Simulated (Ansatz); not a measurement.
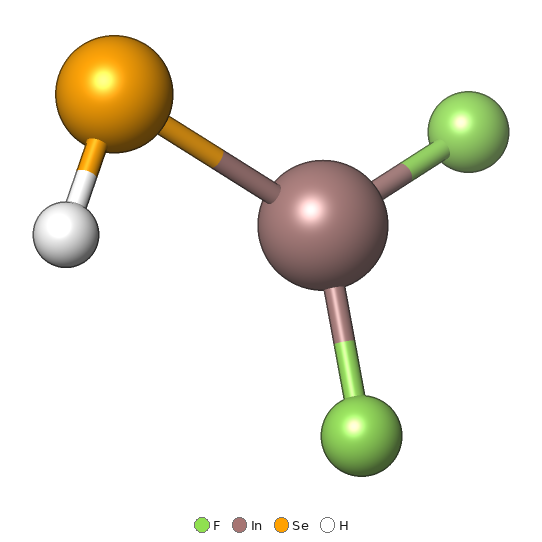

Computed geometry: PBE0-D4/def2-TZVP optimisation. Program: Ansatz 0.2.0.

Compare vertical IP (eV) at these levels: B2PLYP (frozen core)/def2-TZVPP; B3LYP-D4/def2-TZVPP; PBE-D4/def2-TZVPP; PBE0-D4/def2-TZVPP; r2SCAN-D4/def2-TZVPP; ωB97M-V/def2-TZVPP; ωB97X-V/def2-TZVPP.

| level | vertical IP (eV) |
| --- | --- |
| B2PLYP (frozen core)/def2-TZVPP | 10.38 |
| B3LYP-D4/def2-TZVPP | 10.45 |
| PBE-D4/def2-TZVPP | 10.24 |
| PBE0-D4/def2-TZVPP | 10.38 |
| r2SCAN-D4/def2-TZVPP | 10.34 |
| ωB97M-V/def2-TZVPP | 10.37 |
| ωB97X-V/def2-TZVPP | 10.41 |
